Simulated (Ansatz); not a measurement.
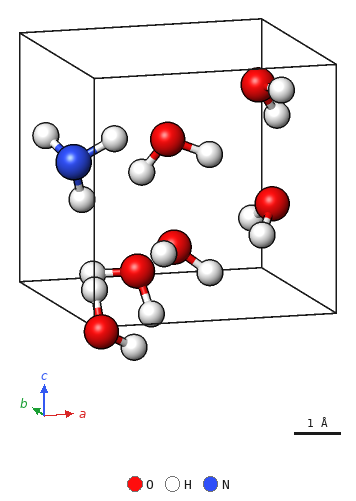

Starting frame of a dynamics run of a periodic cell with 6 H2O + 1 NH3 at 1.186 g/cm³. A ball-and-stick model of the simulation cell, seen slightly off an axis.

The calculation used DFT PBE-D3(BJ), scalar-relativistic, plane waves, PAW (Ansatz 0.2.0).

Input
```yaml
accuracy: low
crystal:
  lattice:
    - [5.595575, 0.0, 0.0]
    - [0.0, 5.595575, 0.0]
    - [0.0, 0.0, 5.595575]
  atoms:
    - { symbol: O, position: [0.81229155, 0.4477, 0.84131193] }
    - { symbol: H, position: [0.90778425, 0.50629063, 0.70340264] }
    - { symbol: H, position: [0.85560547, 0.27713061, 0.84914545] }
    - { symbol: O, position: [0.01593553, -0.03327321, -0.01780107] }
    - { symbol: H, position: [0.01481528, 0.0547567, 0.1344086] }
    - { symbol: H, position: [0.16561298, 0.01440015, -0.09702402] }
    - { symbol: O, position: [0.57587104, 0.8059992, 0.13717222] }
    - { symbol: H, position: [0.71271323, 0.77046481, 0.03315664] }
    - { symbol: H, position: [0.48590634, 0.65279317, 0.14358725] }
    - { symbol: O, position: [0.35455442, 0.17648718, 0.69836165] }
    - { symbol: H, position: [0.2677093, 0.24199905, 0.55908516] }
    - { symbol: H, position: [0.51712358, 0.14315091, 0.6343416] }
    - { symbol: O, position: [0.30227244, 0.41020707, 1.12855826] }
    - { symbol: H, position: [0.13723522, 0.47395592, 1.11462275] }
    - { symbol: H, position: [0.33885649, 0.34334635, 0.96685745] }
    - { symbol: O, position: [0.76725751, 0.11435125, 0.42710168] }
    - { symbol: H, position: [0.72808079, 0.26248821, 0.34516214] }
    - { symbol: H, position: [0.68559098, -0.01418139, 0.32969044] }
    - { symbol: "N", position: [0.12281223, 0.68332869, 0.52668095] }
    - { symbol: H, position: [0.05382641, 0.8320744, 0.61001124] }
    - { symbol: H, position: [0.27928875, 0.6450483, 0.61902342] }
    - { symbol: H, position: [0.17668179, 0.7463446, 0.36205423] }
basis:
  ecutwfc: 420.0
kpoints:
  mp_grid: { grid: [1, 1, 1] }
hamiltonian:
  xc: pbe
  dispersion: d3bj
scf:
  occupations: { method: fermi_dirac, width: 0.05 }
  lower_state_search: "off"
md:
  timestep: 0.5
  n_steps: 300
  ensemble: nvt_langevin
  temperature: 1000.0
  initial_velocities: maxwell_boltzmann
  seed: 97198
  friction: 0.02
  masses: [{ species: H, mass: 2.014 }]
```

Launched with:
```bash
ansatz run input.yaml --threads 1 --pin off --max-ram 3072MiB --backend cpu --events-out ev --progress --plain --runs-dir out
```

What does the trajectory do?

The mean temperature in the second half is 944 K (standard deviation 158 K). The potential energy in the second half lies on average 109 meV per atom above the first frame. Root-mean-square distances from the starting positions over the second half, with the common drift of all atoms taken out: H 1.01 Å, O 0.44 Å, N 0.36 Å. The heavy atoms stay within a fraction of a molecule's size of their starting places, while the hydrogen atoms travel further, as molecules turn; so short a run doesn't tell a liquid from a solid.

Along the run (each row but the first and the last is the mean over the interval that it begins):

```csv
time (fs),potential energy (meV/atom),T (K)
0.0,0.0,955
15.0,71.8,730
30.0,68.6,713
45.0,80.6,646
60.0,91.9,752
75.0,97.8,932
90.0,104.1,777
105.0,111.0,905
120.0,112.5,948
135.0,120.4,1148
150.0,122.3,1213
```

The paths of the atoms:

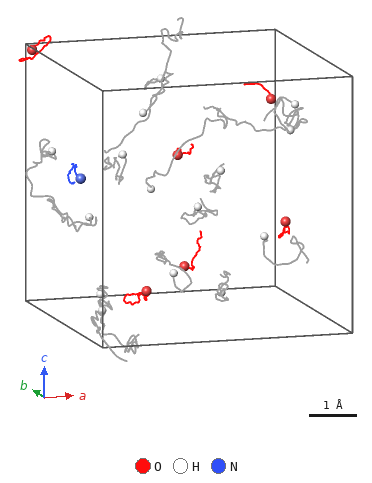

Limits of the set-up: the program's low-accuracy preset was used; masses were changed (H 2.014 u), which shifts the vibrations; the periodic images lie only 5.6 Å apart, so the values are limited by the cell's size.
